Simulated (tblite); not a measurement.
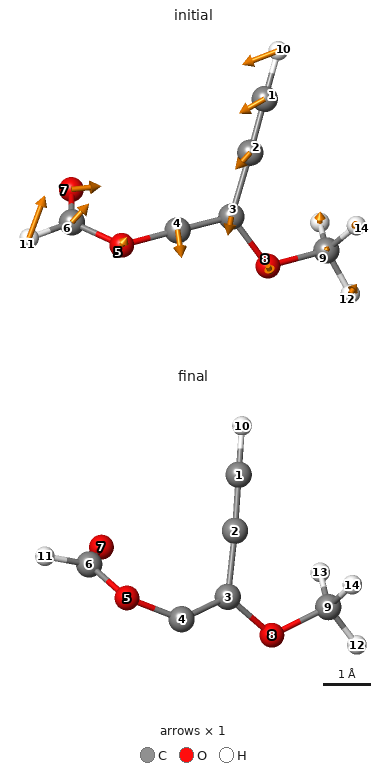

The structure of C$_{6}$H$_{5}$O$_{3}$ (multiplicity 2) before (top) and after (bottom) a relaxation, at one scale. The orange arrows give the displacements, at their true length.

Style: ball-and-stick. Shown from a free direction.

Level of theory: tblite, GFN2-xTB geometry optimisation, gas phase. 

Describe what moved and what it gained.

The atom that moves furthest after the best rigid fit is H11 (0.98 Å). Largest moves by element: H 0.98 Å, O 0.66 Å, C 0.64 Å. Some distances before and after: C3–C4 1.290 → 1.336 Å, C1–H10 1.074 → 1.050 Å, C6–O7 1.220 → 1.196 Å, C3–O8 1.370 → 1.356 Å. Bond angles that change, for instance: C3–C4–O5 178.3° → 135.1°, C4–O5–C6 116.3° → 121.9°, C4–C3–O8 116.4° → 121.2°. Over 96 geometry steps the energy falls by 9.18 kcal/mol. Cost: 0.86 s on 1 thread of Arm Neoverse N1, with other jobs on the host.
